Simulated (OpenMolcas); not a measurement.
# One shape, several levels: GeSiH4O (SMILES [SiH3][O][GeH])

Wanted: a comparison of 6 runs (HF/def2-SVP, M06-2X/def2-SVP, PBE0/def2-SVP, revPBE/def2-SVP, MP2/def2-SVP, CCSD(T)/def2-SVP) of GeSiH4O. 

Program for the calculation: OpenMolcas 26.06.

1 further run of the same task is left out (set aside as unsound or not needed).

## (1) The structure to begin with

GeSiH4O has 7 atoms, charge 0, and is taken as a singlet. As SMILES, `[SiH3][O][GeH]`. The shape is that of a PBE0-D4/def2-TZVP optimisation. This is one conformer, not always the lowest.

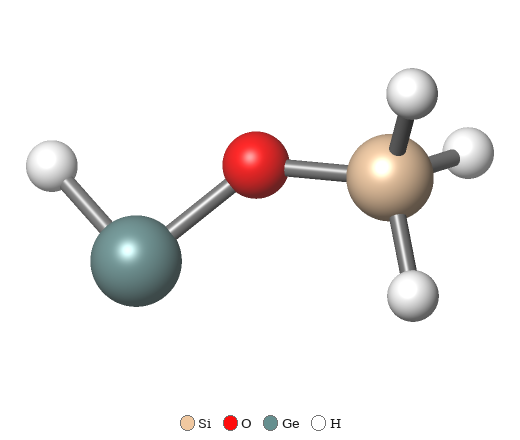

Viewed from a chosen angle; silicon light orange, oxygen red, germanium teal, hydrogen white.

## (2) Energy and gradient at HF/def2-SVP (run 1)

mol.input

```
* GeH4OSi Hartree-Fock

&GATEWAY
 BasLib = $CurrDir
 Coord
 7
 angstrom
 Si      -0.741700       0.650900      -0.296500
 O        0.533500      -0.139300       0.373700
 Ge       1.261400      -1.756200       0.134200
 H       -1.409200      -0.197600      -1.323800
 H       -0.260900       1.901300      -0.937500
 H       -1.722500       0.988100       0.766400
 H        2.400800      -1.515100       1.238000
 Basis = def2-SVP
 Group = NoSym

&SEWARD

&SCF
 Thresholds = 1e-10 1e-07 1e-07 1e-05
 PrOrbitals = 1 1

&ALASKA
```

The basis set def2-SVP is read from a file made from the Basis Set Exchange's data (not shown).

Run with:

```bash
export MOLCAS_MEM=1860
pymolcas mol.input > mol.log
```

Standard output:

```text
--- Start Module: gateway ---
[...]
--- Stop Module: gateway /rc=_RC_ALL_IS_WELL_ ---
[...]
      Basis functions           84
[...]
--- Start Module: scf ---
[...]
       Convergence after  13 Iterations
[...]
::    Total SCF energy                              -2441.1042769085
[...]
      Total spin, S                                     0.0000000000
[...]
      Total electronic charge=   58.000000
      Total            charge=   -0.000000
[...]
      Dipole Moment (debye):
      Origin of the operator (angstrom)=    0.6564   -0.9240    0.0602
                   X=  1.0651E-01               Y= -9.5570E-01               Z= -4.1859E-01           Total=  1.0488E+00
      Quadrupole Moment (debye*angstrom):
[...]
 *              Molecular gradients               *
 **************************************************
  Irreducible representation: a
 ------------------------------------------------------------------------------------------
                              X                       Y                       Z
 ------------------------------------------------------------------------------------------
  SI1               2.58263005318149E-03   -6.87124452925936E-03   -1.42964748063612E-03
  O2               -6.86729153146937E-04    1.04277507658690E-02    4.97355559606838E-03
  GE3              -5.40990080768822E-03   -7.43880121238050E-03   -8.59688062153197E-03
  H4               -1.12618420413702E-03   -1.15660223907810E-03   -1.58819328328130E-03
  H5                1.91084956797871E-03    1.66693898400627E-03   -2.77828751082509E-04
  H6               -4.62343099874474E-04    1.76096417316307E-04    2.48426703454330E-03
  H7                3.19167764378570E-03    3.19586181370191E-03    4.43472750595486E-03
 ------------------------------------------------------------------------------------------
[...]
```

It took 7.8 s on 1 thread of Intel Xeon Platinum 8375C at 2.90GHz (Ice Lake), shared host; peak memory 0.47 GiB.

## (3) Energy and gradient at M06-2X/def2-SVP (run 2)

run.input

```
>>> EXPORT MOLCAS_PRINT=2

&GATEWAY
 BasLib=$CurrDir
 BasisSet
 Si.def2-SVP....
 Si1 -0.741700 0.650900 -0.296500 angstrom
 End of Basis
 BasisSet
 O.def2-SVP....
 O2 0.533500 -0.139300 0.373700 angstrom
 End of Basis
 BasisSet
 Ge.def2-SVP....
 Ge3 1.261400 -1.756200 0.134200 angstrom
 End of Basis
 BasisSet
 H.def2-SVP....
 H4 -1.409200 -0.197600 -1.323800 angstrom
 H5 -0.260900 1.901300 -0.937500 angstrom
 H6 -1.722500 0.988100 0.766400 angstrom
 H7 2.400800 -1.515100 1.238000 angstrom
 End of Basis

&SEWARD
 GridInput
 Grid=UltraFine
 End of Grid

&SCF
 KSDFT=M062X
 Thresholds=1e-10 1e-07 1e-07 1e-05
 PrOrbitals=1

&ALASKA
```

The basis set def2-SVP is read from a file made from the Basis Set Exchange's data (not shown).

Run with:

```bash
export MOLCAS_MEM=1860
pymolcas run.input > run.log
```

Standard output:

```text
--- Start Module: gateway ---
[...]
--- Stop Module: gateway /rc=_RC_ALL_IS_WELL_ ---
[...]
      Basis functions           84
[...]
--- Start Module: scf ---
[...]
       Convergence after  13 Iterations
[...]
::    Total KS-DFT energy                           -2443.6842731607
[...]
      Total spin, S                                     0.0000000000
[...]
      Total electronic charge=   58.000000
      Total            charge=   -0.000000
[...]
      Dipole Moment (debye):
      Origin of the operator (angstrom)=    0.6564   -0.9240    0.0602
                   X=  5.8683E-02               Y= -7.3203E-01               Z= -3.4016E-01           Total=  8.0934E-01
      Quadrupole Moment (debye*angstrom):
[...]
 *              Molecular gradients               *
 **************************************************
  Irreducible representation: a
 ------------------------------------------------------------------------------------------
                              X                       Y                       Z
 ------------------------------------------------------------------------------------------
  SI1               8.94735085162601E-03   -8.08688254111622E-03    3.37146828295065E-03
  O2               -7.51476682107488E-03    5.73239494049105E-03   -3.37969973264407E-03
  GE3              -3.40994239937764E-03    7.81783742596076E-04   -2.49823294887808E-03
  H4               -4.69332034658265E-05    3.08130263053208E-04    1.22017193179058E-04
  H5                8.01644788132938E-04    1.26223953866855E-06    2.41286140733710E-04
  H6                4.30996081868695E-04   -2.37223823525312E-04    6.67738141468810E-04
  H7                7.91650702048230E-04    1.50053517883608E-03    1.47542292318459E-03
 ------------------------------------------------------------------------------------------
[...]
```

Wall time 26 s (1 thread of Intel Xeon Platinum 8375C at 2.90GHz (Ice Lake), shared host); peak memory 0.47 GiB.

Runs 3 to 4 aren't shown in full; the table further down has their settings and results.

## (4) The energy at MP2/def2-SVP (run 5)

calc.input

```
&GATEWAY
  BasLib = $CurrDir
  BasisSet
  Si.def2-SVP....
  Si1 -0.741700 0.650900 -0.296500 angstrom
  End of Basis
  BasisSet
  O.def2-SVP....
  O2 0.533500 -0.139300 0.373700 angstrom
  End of Basis
  BasisSet
  Ge.def2-SVP....
  Ge3 1.261400 -1.756200 0.134200 angstrom
  End of Basis
  BasisSet
  H.def2-SVP....
  H4 -1.409200 -0.197600 -1.323800 angstrom
  H5 -0.260900 1.901300 -0.937500 angstrom
  H6 -1.722500 0.988100 0.766400 angstrom
  H7 2.400800 -1.515100 1.238000 angstrom
  End of Basis

&SEWARD

&SCF
  Thresholds = 1e-10 1e-07 1e-07 1e-05
  PrOrbitals = 1 1

&MBPT2
  Frozen = 15
```

The basis set def2-SVP is read from a file made from the Basis Set Exchange's data (not shown).

Run with:

```bash
export MOLCAS_MEM=1860
pymolcas calc.input > calc.log
```

Standard output:

```text
--- Start Module: gateway ---
[...]
--- Stop Module: gateway /rc=_RC_ALL_IS_WELL_ ---
[...]
      Basis functions           84
[...]
--- Start Module: scf ---
[...]
       Convergence after  13 Iterations
[...]
::    Total SCF energy                              -2441.1042769085
[...]
      Total spin, S                                     0.0000000000
[...]
      Total electronic charge=   58.000000
      Total            charge=   -0.000000
[...]
      Dipole Moment (debye):
      Origin of the operator (angstrom)=    0.6564   -0.9240    0.0602
                   X=  1.0651E-01               Y= -9.5570E-01               Z= -4.1859E-01           Total=  1.0488E+00
      Quadrupole Moment (debye*angstrom):
[...]
--- Stop Module: scf /rc=_RC_ALL_IS_WELL_ ---
[...]
--- Start Module: mbpt2 ---
[...]
WARNING!
Default frozen orbitals as non valence orbitals is overwritten by user input.
Default values:  17
[...]
       Reference weight ( Cref**2 )         =        0.86839
::    Total MBPT2 energy                            -2441.6012204031
[...]
      Total MBPT2 calculations                           0.25      0.28
--- Stop Module: mbpt2 /rc=_RC_ALL_IS_WELL_ ---
[...]
```

Wall time 6 s (1 thread of Intel Xeon Platinum 8375C at 2.90GHz (Ice Lake), shared host); peak memory 0.47 GiB.

## (5) A single-point energy at CCSD(T)/def2-SVP (run 6)

run.input

```
* GeH4OSi CCSD(T)
>>> EXPORT MOLCAS_PRINT=2

&GATEWAY
  BasLib = $CurrDir
  Coord
  7
  bohr
  Si    -1.40160987     1.23002273    -0.56030380
  O      1.00816889    -0.26323885     0.70619065
  Ge     2.38370053    -3.31873702     0.25360125
  H     -2.66300205    -0.37340988    -2.50161944
  H     -0.49302955     3.59293628    -1.77161824
  H     -3.25505325     1.86723838     1.44828610
  H      4.53685448    -2.86312405     2.33948094
  Basis = def2-SVP
  Group = NoSym

&SEWARD

&SCF
  Thresholds = 1e-10 1e-07 1e-07 1e-05
  PrOrbitals = 1 1

&RASSCF
  FileOrb = $Project.ScfOrb
  Spin = 1
  Nactel = 0 0 0
  Inactive = 29
  Ras2 = 0
  OutOrbitals = Canonical
  OrbListing = Nothing

&MOTRA
  JobIph
  Frozen = 15

&CCSDT
  CCT
  Triples = 2
  Iterations = 80
  Accuracy = 1e-08
  Extrapolation = 5 4
```

The basis set def2-SVP is read from a file made from the Basis Set Exchange's data (not shown).

Run with:

```bash
export MOLCAS_MEM=1860
pymolcas run.input > run.log
```

Standard output:

```text
--- Start Module: gateway ---
[...]
--- Stop Module: gateway /rc=_RC_ALL_IS_WELL_ ---
[...]
      Basis functions           84
[...]
       Convergence after  13 Iterations
[...]
::    Total SCF energy                              -2441.1042769085
[...]
      Total spin, S                                     0.0000000000
[...]
      Number of active orbitals                  0
[...]
      Spin quantum number                      0.0
[...]
      Active orbitals                            0
[...]
      Number of CSFs                             1
[...]
      Number of root(s) required                 1
[...]
      Convergence after  4 iterations
[...]
      Natural orbitals and occupation numbers for root  1
      ************************************************************************************************************************
      *                                                    Final results                                                     *
      ************************************************************************************************************************
[...]
::    RASSCF root number  1 Total energy:  -2441.10427691
[...]
      Total electronic charge=   58.000000
      Total            charge=   -0.000000
[...]
      Dipole Moment (debye):
      Origin of the operator (angstrom)=    0.6564   -0.9240    0.0602
                   X=  1.0651E-01               Y= -9.5570E-01               Z= -4.1859E-01           Total=  1.0488E+00
      Quadrupole Moment (debye*angstrom):
[...]
--- Start Module: motra ---
[...]
--- Stop Module: motra /rc=_RC_ALL_IS_WELL_ ---
--- Start Module: ccsdt ---
[...]
      Convergence after                    17  Iterations
      Total energy (diff) :   -2441.62980693       0.00000000
[...]
 METHOD                       : CCSD+T(CCSD)+<T3(1)WT1> = CCSD(T)
[...]
       CCSD     =     -2441.6298069273957
[...]
```

Run time: 43 s. Hardware: 1 thread of Intel Xeon Platinum 8375C at 2.90GHz (Ice Lake), shared host; peak memory 0.47 GiB.

## (6) Overview of the runs

```
run             level  integration grid      task   energy (Eh)  dipole moment (D) of the reference  HOMO energy (eV)  LUMO energy (eV)  wall time
  1       HF/def2-SVP                 –  gradient  -2441.104277                                1.05             -9.32              0.66      7.8 s
  2   M06-2X/def2-SVP         UltraFine  gradient  -2443.684273                                0.81             -7.86             -1.52       26 s
  3     PBE0/def2-SVP         UltraFine  gradient  -2443.258899                                0.80             -6.77             -2.46       22 s
  4   revPBE/def2-SVP         UltraFine  gradient  -2443.482589                                0.68             -5.59             -3.18       24 s
  5      MP2/def2-SVP                 –    energy  -2441.601220                                1.05             -9.32              0.66        6 s
  6  CCSD(T)/def2-SVP                 –    energy  -2441.643799                                1.05             -9.32              0.66       43 s
```

## (7) Outcome

| quantity | value |
| --- | --- |
| run 6: total energy | -2441.64380 Eh |
| run 6: dipole moment (mean-field density) | 1.05 D |
| run 6: HOMO energy (Hartree–Fock orbitals) | -9.32 eV |
| run 6: LUMO energy (Hartree–Fock orbitals) | 0.66 eV |
| run 6: HOMO–LUMO gap (Hartree–Fock orbitals) | 9.98 eV |
| run 6: correlation energy (15 core orbitals frozen) | -539.5 mEh |
| run 6: (T) correction | -13.99 mEh |

**Reading.** Below the HF energy at the same shape and in the same basis (def2-SVP): MP2 -496.9 mEh; CCSD(T) -539.5 mEh. Over runs 1, 2, 3, 4 the dipole moment (its size) runs from 0.68 D (revPBE/def2-SVP) to 1.05 D (HF/def2-SVP). Over runs 1, 2, 3, 4 the HOMO–LUMO gap runs from 2.41 eV (revPBE/def2-SVP) to 9.98 eV (HF/def2-SVP). Exact exchange widens orbital gaps. Totals of different functionals can't be ranked against each other. All runs together took 2.2 min, the longest 43 s.
